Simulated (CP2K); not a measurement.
# revPBE-D3(BJ)/TZV2P-MOLOPT-PBE-GTH (core potential) run of C2HBF2 (SMILES C#CB(F)F)

What is the energy change on altering one bond length of C2HBF2 at revPBE-D3(BJ)/TZV2P-MOLOPT-PBE-GTH (core potential)? 

The results are computed with CP2K 2026.2.

## 1. The structure to begin with

C2HBF2 has 6 atoms, charge 0, and is taken as a singlet. SMILES: `C#CB(F)F`. The shape is that of a PBE0-D4/def2-TZVP optimisation.

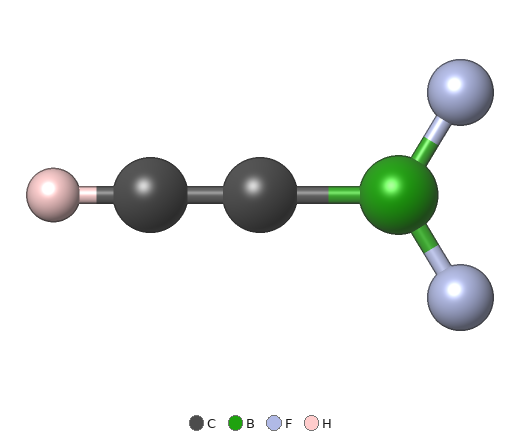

Viewed from a chosen angle; carbon dark grey, boron green, fluorine light blue, hydrogen pink.

## 2. A single-point energy at revPBE-D3(BJ)/TZV2P-MOLOPT-PBE-GTH (core potential)

The input, molecule.xyz:

```xyz
6

C     -0.883700     0.450800     1.253400
C     -0.218600     0.106200     0.311700
B      0.622000    -0.329200    -0.878400
F      0.153600    -1.179500    -1.766600
F      1.841700     0.131700    -1.054100
H     -1.473000     0.756000     2.087900
```

The input, run.inp:

```
&GLOBAL
  PROJECT run
  RUN_TYPE ENERGY
  PRINT_LEVEL MEDIUM
&END GLOBAL

&FORCE_EVAL
  METHOD QS
  &DFT
    BASIS_SET_FILE_NAME BASIS_MOLOPT_UZH
    POTENTIAL_FILE_NAME POTENTIAL_UZH
    CHARGE 0
    MULTIPLICITY 1
    &QS
      METHOD GPW
      EPS_DEFAULT 1.0E-10
    &END QS
    &MGRID
      CUTOFF 400
      REL_CUTOFF 50
      NGRIDS 4
    &END MGRID
    &POISSON
      PERIODIC NONE
      POISSON_SOLVER MULTIPOLE
    &END POISSON
    &SCF
      SCF_GUESS ATOMIC
      EPS_SCF 1.0E-06
      MAX_SCF 150
      ADDED_MOS 10
      &DIAGONALIZATION
        ALGORITHM STANDARD
      &END DIAGONALIZATION
      &MIXING
        METHOD BROYDEN_MIXING
        ALPHA 0.2
        NBUFFER 4
      &END MIXING
    &END SCF
    &XC
      &XC_FUNCTIONAL
        &PBE
          PARAMETRIZATION REVPBE
        &END PBE
      &END XC_FUNCTIONAL
      &VDW_POTENTIAL
        POTENTIAL_TYPE PAIR_POTENTIAL
        &PAIR_POTENTIAL
          TYPE DFTD3(BJ)
          PARAMETER_FILE_NAME dftd3.dat
          REFERENCE_FUNCTIONAL revPBE
          R_CUTOFF 15
        &END PAIR_POTENTIAL
      &END VDW_POTENTIAL
    &END XC
    &PRINT
      &MOMENTS
        PERIODIC F
        REFERENCE COM
        MAX_MOMENT 1
      &END MOMENTS
      &MO ON
        ENERGIES T
        OCCUPATION_NUMBERS T
        NDIGITS 6
        &EACH
          QS_SCF 0
        &END EACH
        ADD_LAST NUMERIC
      &END MO
      &HIRSHFELD OFF
      &END HIRSHFELD
    &END PRINT
  &END DFT
  &SUBSYS
    &CELL
      ABC [angstrom] 10.3 8.9 10.9
      PERIODIC NONE
    &END CELL
    &TOPOLOGY
      COORD_FILE_NAME molecule.xyz
      COORD_FILE_FORMAT XYZ
      &CENTER_COORDINATES
      &END CENTER_COORDINATES
    &END TOPOLOGY
    &KIND C
      BASIS_SET TZV2P-MOLOPT-PBE-GTH-q4
      POTENTIAL GTH-PBE-q4
    &END KIND
    &KIND B
      BASIS_SET TZV2P-MOLOPT-PBE-GTH-q3
      POTENTIAL GTH-PBE-q3
    &END KIND
    &KIND F
      BASIS_SET TZV2P-MOLOPT-PBE-GTH-q7
      POTENTIAL GTH-PBE-q7
    &END KIND
    &KIND H
      BASIS_SET TZV2P-MOLOPT-PBE-GTH-q1
      POTENTIAL GTH-PBE-q1
    &END KIND
  &END SUBSYS
&END FORCE_EVAL
```

The run is started by

```
$ OMP_NUM_THREADS=1 cp2k.psmp run.inp > run.out
```

The program printed:

```text
CP2K| version string:                                       CP2K version 2026.2
[...]
 GLOBAL| Method name                                                        CP2K
[...]
 GLOBAL| Run type                                                         ENERGY
[...]
 DFT| Spin restricted Kohn-Sham (RKS) calculation                            RKS
 DFT| Multiplicity                                                             1
[...]
 DFT| Charge                                                                   0
[...]
 FUNCTIONAL| PBE:
[...]
 QS| Method:                                                                 GPW
[...]
 QS| Density cutoff [a.u.]:                                                200.0
[...]
 QS| Relative density cutoff [a.u.]:                                        25.0
[...]
                             - Atoms:                                          6
[...]
                             - Spherical basis functions:                    159
[...]
 Number of electrons:                                                         26
[...]
     1 NoMix/Diag. 0.20E+00    1.0     1.35892327       -62.9720170632 -6.30E+01
[...]
    35 Broy./Diag. 0.20E+00    1.2     0.00000045       -63.3972758685  2.50E-08
  *** SCF run converged in    35 steps ***
[...]
  Overlap energy of the core charge distribution:               0.00001759361090
  Self energy of the core charge distribution:               -162.83069785825168
  Core Hamiltonian energy:                                     47.15598077889577
  Hartree energy:                                              66.54381397076720
  Exchange-correlation energy:                                -14.25845514269691
  Dispersion energy:                                           -0.00793521083014
  Total energy:                                               -63.39727586850487
[...]
                     Mulliken Population Analysis
 #  Atom  Element  Kind  Atomic population                           Net charge
       1     C        1          4.155709                             -0.155709
       2     C        1          4.105990                             -0.105990
       3     B        2          2.258515                              0.741485
       4     F        3          7.277776                             -0.277776
       5     F        3          7.277697                             -0.277697
       6     H        4          0.924314                              0.075686
 # Total charge                             26.000000                  0.000000
[...]
  Dipole moment [Debye]
    X= -0.1012235E+01 Y=  0.5262968E+00 Z=  0.1429414E+01  Total=      1.8288881
 ENERGY| Total FORCE_EVAL ( QS ) energy [hartree]            -63.397275868504870
[...]
```

It took 41 s on 1 thread of Arm Neoverse V2, shared host; peak memory 1.1 GiB.

## 3. The distorted shape at the same level

The input, mol.inp:

```
&GLOBAL
  PROJECT_NAME mol
  RUN_TYPE ENERGY
  PRINT_LEVEL MEDIUM
&END
&FORCE_EVAL
  METHOD QUICKSTEP
  &DFT
    BASIS_SET_FILE_NAME BASIS_MOLOPT_UZH
    POTENTIAL_FILE_NAME POTENTIAL_UZH
    CHARGE 0
    MULTIPLICITY 1
    &QS
      METHOD GPW
      EPS_DEFAULT 1.0E-10
    &END
    &MGRID
      CUTOFF 400
      REL_CUTOFF 50
      NGRIDS 4
    &END
    &POISSON
      PERIODIC NONE
      POISSON_SOLVER MULTIPOLE
    &END
    &SCF
      SCF_GUESS ATOMIC
      EPS_SCF 1.0E-06
      MAX_SCF 50
      &OT ON
        MINIMIZER DIIS
        PRECONDITIONER FULL_SINGLE_INVERSE
      &END
      &OUTER_SCF
        EPS_SCF 1.0E-06
        MAX_SCF 5
      &END
    &END
    &XC
      &XC_FUNCTIONAL
        &PBE
          PARAMETRIZATION REVPBE
        &END
      &END
      &VDW_POTENTIAL
        POTENTIAL_TYPE PAIR_POTENTIAL
        &PAIR_POTENTIAL
          TYPE DFTD3(BJ)
          PARAMETER_FILE_NAME dftd3.dat
          REFERENCE_FUNCTIONAL revPBE
          R_CUTOFF 15
        &END
      &END
    &END
    &PRINT
      &MOMENTS
        PERIODIC F
        REFERENCE COM
        MAX_MOMENT 1
      &END
      &MO_CUBES
        NLUMO 1
        NHOMO -1
        WRITE_CUBE F
      &END
      &HIRSHFELD OFF
      &END
    &END
  &END
  &SUBSYS
    &CELL
      ABC [angstrom] 10.7 9.2 11.4
      PERIODIC NONE
    &END
    &COORD
      UNIT bohr
      C     -2.4641556     1.2632573     3.4929962
      C     -1.2072988     0.6120577     1.7134411
      B      1.1754096    -0.6220978    -1.6599354
      F      0.2902619    -2.2289320    -3.3383902
      F      3.4803086     0.2488769    -1.9919603
      H     -3.5777712     1.8400018     5.0699727
    &END
    &TOPOLOGY
      &CENTER_COORDINATES
      &END
    &END
    &KIND C
      BASIS_SET TZV2P-MOLOPT-PBE-GTH-q4
      POTENTIAL GTH-PBE-q4
    &END
    &KIND B
      BASIS_SET TZV2P-MOLOPT-PBE-GTH-q3
      POTENTIAL GTH-PBE-q3
    &END
    &KIND F
      BASIS_SET TZV2P-MOLOPT-PBE-GTH-q7
      POTENTIAL GTH-PBE-q7
    &END
    &KIND H
      BASIS_SET TZV2P-MOLOPT-PBE-GTH-q1
      POTENTIAL GTH-PBE-q1
    &END
  &END
&END
```

The run is started by

```
$ OMP_NUM_THREADS=1 cp2k.psmp -i mol.inp -o mol.out
```

The program printed:

```text
CP2K| version string:                                       CP2K version 2026.2
[...]
 GLOBAL| Method name                                                        CP2K
[...]
 GLOBAL| Run type                                                         ENERGY
[...]
 DFT| Spin restricted Kohn-Sham (RKS) calculation                            RKS
 DFT| Multiplicity                                                             1
[...]
 DFT| Charge                                                                   0
[...]
 FUNCTIONAL| PBE:
[...]
 QS| Method:                                                                 GPW
[...]
 QS| Density cutoff [a.u.]:                                                200.0
[...]
 QS| Relative density cutoff [a.u.]:                                        25.0
[...]
                             - Atoms:                                          6
[...]
                             - Spherical basis functions:                    159
[...]
 Number of electrons:                                                         26
[...]
     1 OT DIIS     0.80E-01    1.4     0.15540336       -59.8226979287 -5.98E+01
[...]
     4 OT DIIS     0.80E-01    1.4     0.00000078       -63.2916065242 -5.26E-10
  *** SCF run converged in     4 steps ***
[...]
  Overlap energy of the core charge distribution:               0.00001718810711
  Self energy of the core charge distribution:               -162.83069785825168
  Core Hamiltonian energy:                                     46.66232391656586
  Hartree energy:                                              66.96946774021669
  Exchange-correlation energy:                                -14.08469241877001
  Dispersion energy:                                           -0.00802509206469
  Total energy:                                               -63.29160652419671
[...]
                     Mulliken Population Analysis
 #  Atom  Element  Kind  Atomic population                           Net charge
       1     C        1          4.196952                             -0.196952
       2     C        1          4.156527                             -0.156527
       3     B        2          2.194842                              0.805158
       4     F        3          7.252675                             -0.252675
       5     F        3          7.252481                             -0.252481
       6     H        4          0.946522                              0.053478
 # Total charge                             26.000000                  0.000000
[...]
  Dipole moment [Debye]
    X=  0.4391686E+00 Y= -0.2313229E+00 Z= -0.6194352E+00  Total=      0.7937754
[...]
 HOMO - LUMO gap [eV] :    4.042600
 ENERGY| Total FORCE_EVAL ( QS ) energy [hartree]            -63.291606524196709
[...]
```

Run time: 79 s. Hardware: 1 thread of Arm Neoverse V2, shared host; peak memory 0.94 GiB.

## 4. Results

Level: revPBE-D3(BJ)/TZV2P-MOLOPT-PBE-GTH (core potential).

```
                                                         quantity          value
                                        first shape: total energy   -63.39728 Eh
                                       first shape: dipole moment         1.83 D
                                         first shape: HOMO energy       -7.55 eV
                                         first shape: LUMO energy       -2.33 eV
                                       first shape: HOMO–LUMO gap        5.22 eV
                                   first shape: dispersion energy  -20.83 kJ/mol
                                    distorted shape: total energy   -63.29161 Eh
                                   distorted shape: dipole moment         0.79 D
                                     distorted shape: HOMO energy       -6.77 eV
                                     distorted shape: LUMO energy       -2.73 eV
                                   distorted shape: HOMO–LUMO gap        4.04 eV
                               distorted shape: dispersion energy  -21.07 kJ/mol
energy change with the C2–B3 bond stretched from 1.521 to 2.281 Å       2.875 eV
```

What this shows: With the C2–B3 bond stretched from 1.521 to 2.281 Å the energy rises by 2.88 eV (66 kcal/mol). The first shape isn't relaxed at this level, so the change isn't measured from a minimum.
